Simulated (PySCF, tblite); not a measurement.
# C₂H₁₁AlO₂Si: dynamics, then NMR shifts on frames

How do NMR shifts of C₂H₁₁AlO₂Si (`C[O+](C)[AlH2-][O][SiH3]`) change as the atoms move?

Computed with tblite 0.8.0 and PySCF 2.14.0, with density-fitted response routines of our own, on a single molecule in the gas phase. Atoms are numbered from 0 throughout.

### Step 1. The starting structure

17 atoms, charge 0, multiplicity 1; geometry from: GFN2-xTB.

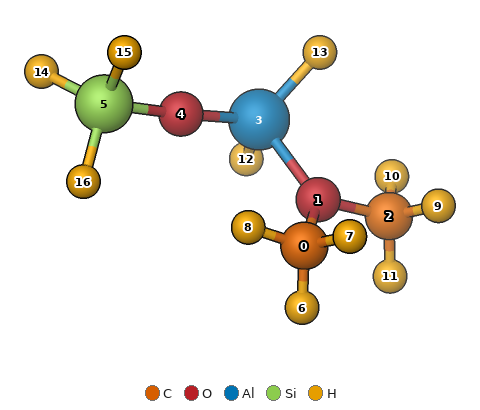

The starting geometry (carbon orange, oxygen red, aluminium blue, silicon green, hydrogen amber), atoms numbered; sticks join atoms by distance.

### Step 2. Dynamics with GFN2-xTB

Job settings and geometry (Å):

```
{"job": {"kind": "md", "xc": "GFN2-xTB", "basis": "xTB", "temperature": 400, "steps": 2000, "every": 50, "frames": 5}, "charge": 0, "multiplicity": 1}
C     -0.844448     1.406622     0.417308
O     -1.055844     0.061378     0.047941
C     -2.412518    -0.309889    -0.024077
Al     0.146977    -1.346976    -0.381344
O      1.643508    -0.582739    -0.176343
Si     3.123876     0.050013    -0.005218
H     -1.305887     2.083845    -0.307949
H     -1.255075     1.603211     1.412387
H      0.233221     1.556694     0.427881
H     -2.900650    -0.189800     0.946943
H     -2.420981    -1.360127    -0.311546
H     -2.938723     0.282104    -0.777999
H     -0.315594    -1.612533    -1.844546
H     -0.279990    -2.359364     0.722515
H      4.053894    -0.700849    -0.846578
H      3.478059    -0.027709     1.414102
H      3.043175     1.458150    -0.424462
```

Level: GFN2-xTB Langevin dynamics, gas phase.

The run is started by

```bash
$ OMP_NUM_THREADS=1 python probes_run.py task.json out
```

One launch serves the whole session: the jobs run in the order shown.

What it wrote:

```text
t/fs     T/K      E/eV
    0.0   345.3   -570.91453
   25.0   243.2   -570.37181
   50.0   287.0   -570.06594
   75.0   403.6   -570.33088
  100.0   272.9   -570.15659
  125.0   373.2   -570.10470
  150.0   354.9   -569.95967
  175.0   569.1   -570.17659
  200.0   540.0   -570.13019
  225.0   333.8   -569.99650
  250.0   463.3   -570.27294
  275.0   323.8   -570.34333
  300.0   248.3   -570.06698
  325.0   345.5   -570.19955
  350.0   403.8   -570.29265
  375.0   314.5   -570.08886
  400.0   349.5   -570.03770
  425.0   343.5   -570.07548
  450.0   445.9   -570.29707
  475.0   383.0   -569.99643
  500.0   475.9   -569.86660
  525.0   700.6   -570.05871
  550.0   364.0   -569.47055
  575.0   491.0   -569.84064
  600.0   540.1   -570.07177
  625.0   503.6   -570.11221
  650.0   513.3   -570.19693
  675.0   524.0   -570.40476
  700.0   259.2   -570.20875
  725.0   195.0   -570.14296
  750.0   429.9   -570.29535
  775.0   376.3   -570.13810
  800.0   407.8   -570.21868
  825.0   350.2   -570.24923
  850.0   336.8   -570.10188
  875.0   417.6   -570.37543
  900.0   421.1   -570.25126
  925.0   528.9   -570.12909
  950.0   521.3   -570.20598
  975.0   405.5   -570.01607
 1000.0   459.2   -570.21369
```

Run time: 11 s. Hardware: 1 thread of Arm Neoverse V2, shared host; peak memory 0.18 GiB.

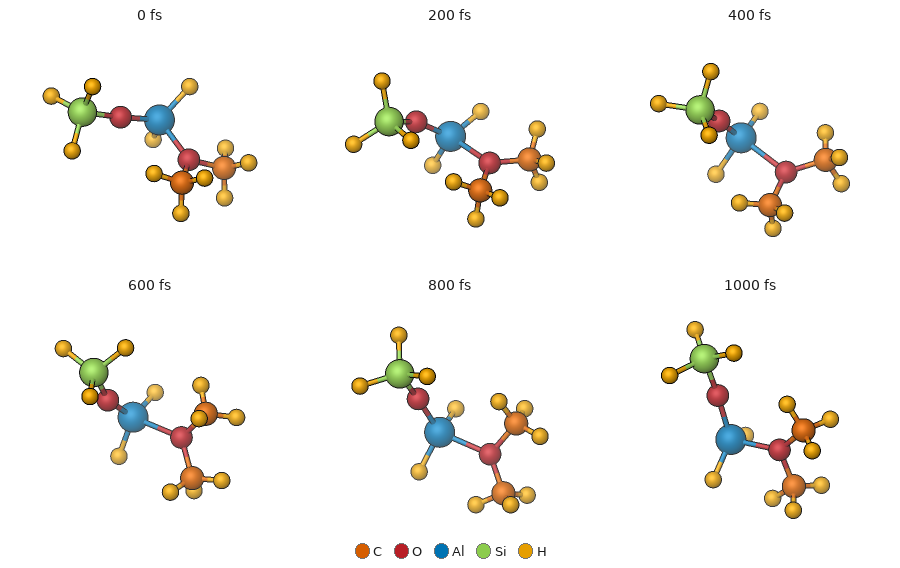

Frames of the run.

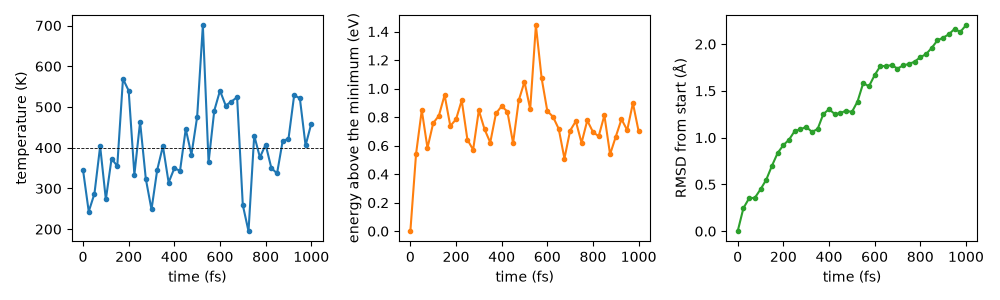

Temperature, potential energy and distance from the start.

Positions (Å) and forces (eV/Å) at 1000 fs:

```xyz
17

C    -3.220    1.736    0.265    0.453   -0.188   -2.374
O    -2.158    1.115    0.985   -0.555    0.418   -0.902
C    -2.362    0.997    2.372   -0.463   -1.796   -0.243
Al   -0.773    0.621   -0.221    0.291   -0.873    0.457
O     0.439   -0.027    0.882   -0.415    0.409   -0.227
Si    1.611   -0.391    1.978   -0.458    3.997   -1.023
H    -2.965    1.715   -0.865    0.090   -0.528    1.517
H    -4.184    1.237    0.316    0.042   -0.236    0.536
H    -3.341    2.805    0.374    0.126    0.282    0.989
H    -2.697    1.945    2.728    0.123    0.609    0.751
H    -1.419    0.584    2.787   -0.546    0.660   -0.123
H    -3.169    0.223    2.573    0.628    0.723   -0.147
H    -0.685    2.038   -0.873    0.296   -0.065    0.014
H    -1.587   -0.494   -1.077    0.334    0.377    0.315
H     2.655    0.753    1.765   -0.567   -0.989    0.187
H     2.049   -1.635    1.666    0.950   -2.671   -0.493
H     1.070   -0.116    3.275   -0.330   -0.130    0.767
```

### Step 3. NMR shieldings: 250 fs, PBE0/pcSseg-1

Job settings and geometry (Å):

```
{"job": {"kind": "nmr", "xc": "PBE0", "basis": "pcSseg-1", "pop": false}, "charge": 0, "multiplicity": 1}
C     -1.299700     1.489400     0.245500
O     -1.516800     0.104300     0.120100
C     -2.692700    -0.367200     0.752600
Al    -0.119800    -1.090200    -0.756200
O      1.269700    -0.388900     0.075800
Si     2.695400     0.389800     0.512200
H     -2.092800     2.110700    -0.141100
H     -1.323300     1.762500     1.323200
H     -0.326700     1.803800    -0.173300
H     -2.610300    -0.281800     1.913100
H     -2.678700    -1.449200     0.583900
H     -3.538000     0.137700     0.298500
H     -0.166100    -0.703600    -2.253700
H     -0.700200    -2.626000    -0.545700
H      3.260300    -0.333400     1.694800
H      2.314700     1.732900     0.832100
H      3.602700     0.459300    -0.552800
```

Method: GIAO PBE0/pcSseg-1 NMR shielding, non-relativistic, gas phase.

What it wrote:

```text
coarse grid: 14416 points
cycle   1  E = -764.5062791508  dE =  2.140e-01  |g| = 8.939e-01  |ddm| = 3.431e+00
cycle   2  E = -764.0857060570  dE =  4.206e-01  |g| = 1.685e+00  |ddm| = 2.244e+00
cycle   3  E = -764.6500371133  dE = -5.643e-01  |g| = 1.336e-01  |ddm| = 1.778e+00
cycle   4  E = -764.6523951950  dE = -2.358e-03  |g| = 8.875e-02  |ddm| = 1.444e-01
cycle   5  E = -764.6536648314  dE = -1.270e-03  |g| = 1.447e-02  |ddm| = 5.439e-02
cycle   6  E = -764.6537035564  dE = -3.873e-05  |g| = 1.656e-03  |ddm| = 1.166e-02
cycle   7  E = -764.6537040054  dE = -4.491e-07  |g| = 6.210e-04  |ddm| = 1.722e-03
final grid: 127744 points
cycle   8  E = -764.7084873525  dE = -1.771e-05  |g| = 1.196e-02  |ddm| = 1.734e-02
cycle   9  E = -764.7084605543  dE =  2.680e-05  |g| = 1.734e-02  |ddm| = 1.542e-02
cycle  10  E = -764.7085123898  dE = -5.184e-05  |g| = 1.644e-03  |ddm| = 1.009e-02
cycle  11  E = -764.7085129703  dE = -5.805e-07  |g| = 2.145e-04  |ddm| = 1.335e-03
cycle  12  E = -764.7085129758  dE = -5.466e-09  |g| = 1.235e-04  |ddm| = 2.085e-04
cycle  13  E = -764.7085129785  dE = -2.728e-09  |g| = 2.119e-05  |ddm| = 9.378e-05
cycle  14  E = -764.7085129786  dE = -9.959e-11  |g| = 2.546e-06  |ddm| = 2.139e-05
converged SCF energy = -764.7085129786

GIAO shielding tensors (ppm)
atom      isotropic    diamagn.    paramagn.     s11        s22        s33       span
  0 C      125.740     244.340    -118.600     94.569     97.626    185.026     90.457
  1 O      326.109     403.815     -77.706    286.557    325.604    366.168     79.611
  2 C      119.732     245.048    -125.316     84.523     95.236    179.437     94.914
  3 Al     438.334     795.501    -357.167    399.638    418.015    497.349     97.710
  4 O      312.925     401.478     -88.553    237.629    330.772    370.374    132.746
  5 Si     389.038     879.689    -490.652    341.503    350.838    474.772    133.269
  6 H       28.556      29.822      -1.265     25.071     25.930     34.667      9.595
  7 H       28.135      30.673      -2.539     24.809     25.779     33.816      9.008
  8 H       26.777      30.811      -4.035     21.910     26.560     31.860      9.950
  9 H       26.531      27.171      -0.639     23.105     24.200     32.289      9.184
 10 H       26.774      29.268      -2.494     22.342     25.716     32.265      9.923
 11 H       27.967      27.633       0.334     24.066     25.385     34.448     10.382
 12 H       27.526      31.291      -3.765     24.888     25.051     32.638      7.749
 13 H       26.512      29.905      -3.393     23.677     24.993     30.867      7.190
 14 H       26.104      28.587      -2.483     22.793     24.230     31.289      8.496
 15 H       26.852      31.105      -4.253     22.922     26.178     31.456      8.534
 16 H       27.099      29.999      -2.900     23.647     25.156     32.495      8.848
```

Wall time 20 s (1 thread of Arm Neoverse V2, shared host); peak memory 0.77 GiB.

The references, computed at this level on geometries of the same kind, shield at (ppm): 1H TMS 31.72, 13C TMS 186.9, 29Si TMS 349.2, 17O H2O 336.1, 27Al AlH4- 490.0. Their shielding less the atom's gives the shift. The references are single molecules in the gas phase, so shifts against H2O, NH3, PH3, H3PO4 or CFCl3 are not on the usual liquid scales and can be off by tens of ppm. Shifts against hydride references such as AlH4− lie on their own scale. Each atom is listed at this fixed geometry, with no averaging over motion; a spectrum would average atoms that exchange fast.

| atoms | environment | σ (ppm) | δ (ppm) |
| --- | --- | --- | --- |
| C2 | methyl carbon bonded to O | 119.7 | 67.2 |
| C0 | methyl carbon bonded to O | 125.7 | 61.2 |
| H14 | hydrogen on a silicon bonded to O | 26.10 | 5.61 |
| H13 | hydrogen on an aluminium bonded to 2 O | 26.51 | 5.20 |
| H9 | hydrogen on a methyl carbon bonded to O | 26.53 | 5.19 |
| H10 | hydrogen on a methyl carbon bonded to O | 26.77 | 4.94 |
| H8 | hydrogen on a methyl carbon bonded to O | 26.78 | 4.94 |
| H15 | hydrogen on a silicon bonded to O | 26.85 | 4.87 |
| H16 | hydrogen on a silicon bonded to O | 27.10 | 4.62 |
| H12 | hydrogen on an aluminium bonded to 2 O | 27.53 | 4.19 |
| H11 | hydrogen on a methyl carbon bonded to O | 27.97 | 3.75 |
| H7 | hydrogen on a methyl carbon bonded to O | 28.13 | 3.58 |
| H6 | hydrogen on a methyl carbon bonded to O | 28.56 | 3.16 |
| O4 | oxygen bonded to Al, Si | 312.9 | 23.2 |
| O1 | donor oxygen of a Lewis adduct | 326.1 | 10.0 |
| Al3 | aluminium bonded to 2 O, 2 H | 438.3 | 51.6 |
| Si5 | silicon bonded to O, 3 H | 389.0 | -39.9 |

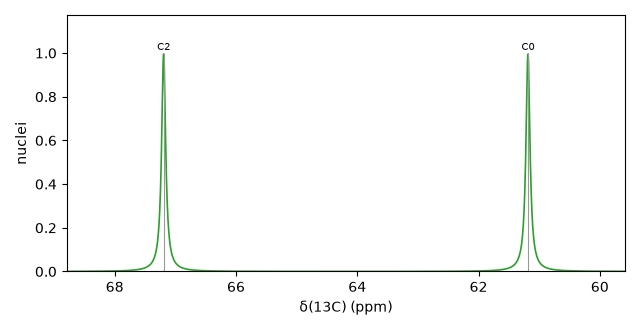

13C lines at the computed shifts, without couplings. Lines are broadened to a width of 0.08 ppm (Lorentzian).

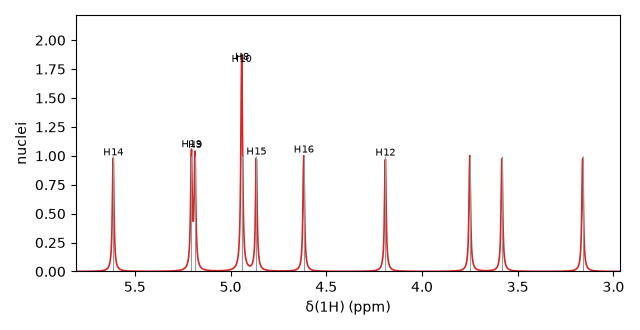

1H lines at the computed shifts, without couplings. Lines are broadened to a width of 0.01 ppm (Lorentzian).

### Step 4. NMR shieldings: 425 fs, PBE0/pcSseg-1

Job settings and geometry (Å):

```
{"job": {"kind": "nmr", "xc": "PBE0", "basis": "pcSseg-1", "pop": false}, "charge": 0, "multiplicity": 1}
C     -1.538700     1.683500    -0.054600
O     -1.512100     0.324200     0.167900
C     -2.471400    -0.129700     1.014100
Al    -0.141300    -0.602600    -0.534600
O      1.233100    -0.255300     0.319800
Si     2.315000     0.390100     1.340500
H     -2.490100     1.862600    -0.672600
H     -1.611400     2.261000     0.838300
H     -0.696900     2.085100    -0.543300
H     -2.509100     0.299100     2.015200
H     -2.377400    -1.238100     1.068200
H     -3.406900     0.204100     0.570200
H     -0.222000     0.052300    -1.881200
H     -0.805300    -1.834400     0.076900
H      2.341000    -0.468500     2.511600
H      1.607000     1.639700     1.699500
H      3.466400     0.841600     0.508000
```

Level: GIAO PBE0/pcSseg-1 NMR shielding, non-relativistic, gas phase.

What it wrote:

```text
coarse grid: 14416 points
cycle   1  E = -764.4646159931  dE =  7.243e-01  |g| = 9.358e-01  |ddm| = 3.520e+00
cycle   2  E = -764.0844761280  dE =  3.801e-01  |g| = 1.656e+00  |ddm| = 2.429e+00
cycle   3  E = -764.6217665392  dE = -5.373e-01  |g| = 1.297e-01  |ddm| = 1.890e+00
cycle   4  E = -764.6238911496  dE = -2.125e-03  |g| = 8.367e-02  |ddm| = 1.412e-01
cycle   5  E = -764.6250360054  dE = -1.145e-03  |g| = 1.329e-02  |ddm| = 5.398e-02
cycle   6  E = -764.6250659801  dE = -2.997e-05  |g| = 1.505e-03  |ddm| = 9.070e-03
cycle   7  E = -764.6250664536  dE = -4.735e-07  |g| = 5.143e-04  |ddm| = 1.949e-03
final grid: 127744 points
cycle   8  E = -764.6785007679  dE = -2.410e-05  |g| = 1.114e-02  |ddm| = 2.027e-02
cycle   9  E = -764.6784813950  dE =  1.937e-05  |g| = 1.546e-02  |ddm| = 1.588e-02
cycle  10  E = -764.6785228079  dE = -4.141e-05  |g| = 1.602e-03  |ddm| = 1.019e-02
cycle  11  E = -764.6785233303  dE = -5.224e-07  |g| = 1.682e-04  |ddm| = 1.278e-03
cycle  12  E = -764.6785233337  dE = -3.382e-09  |g| = 1.008e-04  |ddm| = 1.802e-04
cycle  13  E = -764.6785233355  dE = -1.789e-09  |g| = 2.288e-05  |ddm| = 8.209e-05
cycle  14  E = -764.6785233356  dE = -1.030e-10  |g| = 2.514e-06  |ddm| = 1.894e-05
converged SCF energy = -764.6785233356

GIAO shielding tensors (ppm)
atom      isotropic    diamagn.    paramagn.     s11        s22        s33       span
  0 C      128.917     242.610    -113.693     97.454    105.306    183.990     86.535
  1 O      329.932     405.768     -75.835    306.862    311.374    371.561     64.699
  2 C      127.410     241.238    -113.827     92.060    105.828    184.343     92.283
  3 Al     428.283     799.628    -371.345    380.153    418.469    486.226    106.073
  4 O      302.923     401.981     -99.059    243.394    310.969    354.406    111.012
  5 Si     398.190     881.067    -482.877    350.831    367.868    475.871    125.041
  6 H       27.158      27.387      -0.229     22.955     24.576     33.945     10.990
  7 H       29.000      30.284      -1.284     25.835     26.240     34.926      9.091
  8 H       27.827      31.288      -3.460     24.043     26.348     33.091      9.048
  9 H       28.401      28.966      -0.565     24.696     25.929     34.579      9.884
 10 H       25.772      28.626      -2.855     21.073     25.590     30.653      9.580
 11 H       28.534      27.973       0.561     24.291     26.398     34.913     10.622
 12 H       28.476      33.405      -4.929     24.680     26.799     33.949      9.269
 13 H       28.400      34.509      -6.109     24.330     28.245     32.624      8.295
 14 H       26.124      29.826      -3.702     22.744     24.198     31.429      8.685
 15 H       26.177      31.801      -5.624     21.988     26.163     30.378      8.390
 16 H       25.678      28.908      -3.230     22.405     23.789     30.841      8.436
```

Run time: 20 s. Hardware: 1 thread of Arm Neoverse V2, shared host; peak memory 0.8 GiB.

In short: δ C2 59.5, C0 58.0, O4 33.2, O1 6.1, H16 6.04, H10 5.95 ppm.

(Part 1 of 2 ends here.)
